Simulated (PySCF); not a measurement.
```yaml
atoms:
  - { symbol: C, position_ang: [-0.6954, -1.3419, 0.3186] }
  - { symbol: C, position_ang: [-0.1624, 0.0480, 0.0168] }
  - { symbol: B, position_ang: [-1.1850, 1.2163, 0.0225] }
  - { symbol: F, position_ang: [-2.4662, 1.0642, 0.3066] }
  - { symbol: F, position_ang: [-0.8470, 2.4654, -0.2521] }
  - { symbol: C, position_ang: [1.2524, 0.3572, 0.4882] }
  - { symbol: C, position_ang: [1.0048, 0.1306, -0.9567] }
  - { symbol: H, position_ang: [-1.2132, -1.3504, 1.2756] }
  - { symbol: H, position_ang: [-1.4031, -1.6494, -0.4490] }
  - { symbol: H, position_ang: [0.1143, -2.0668, 0.3536] }
  - { symbol: H, position_ang: [1.4672, 1.3609, 0.8210] }
  - { symbol: H, position_ang: [1.7526, -0.4122, 1.0559] }
  - { symbol: H, position_ang: [1.0495, 0.9764, -1.6251] }
  - { symbol: H, position_ang: [1.3309, -0.7987, -1.3980] }
```

Geometry: GFN2-xTB.

All numbers below come from PySCF 2.14.0, PBE0/pcSseg-1, SCF density, gas phase, non-relativistic.

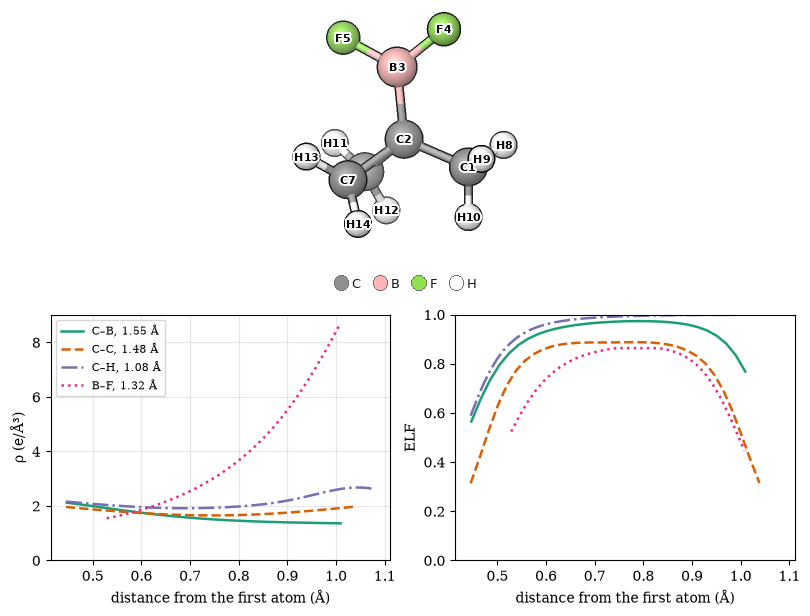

C4H7BF2 (SMILES CC1(B(F)F)CC1). Electron density and ELF along straight lines between neighbouring atoms. The curves leave out the atomic cores. The structure is drawn too.

Question: What can be read from the curves?

Answer: C–B (1.55 Å): the density is about 1.5 e/Å³ at the midpoint; the ELF peaks at about 1 between the atoms; a covalent bond.
C–C (1.48 Å): ρ is about 1.7 e/Å³ halfway; the ELF peaks at about 0.90 between the atoms (a shared electron pair).
C–H (1.08 Å): the density is about 2 e/Å³ at the midpoint; the ELF climbs to about 1 towards the hydrogen, as it does in any bond to H; a covalent bond by its length.
B–F (1.32 Å): ρ at the midpoint is about 2.2 e/Å³; the ELF peaks at about 0.85 between the atoms (a shared but strongly polarised pair).
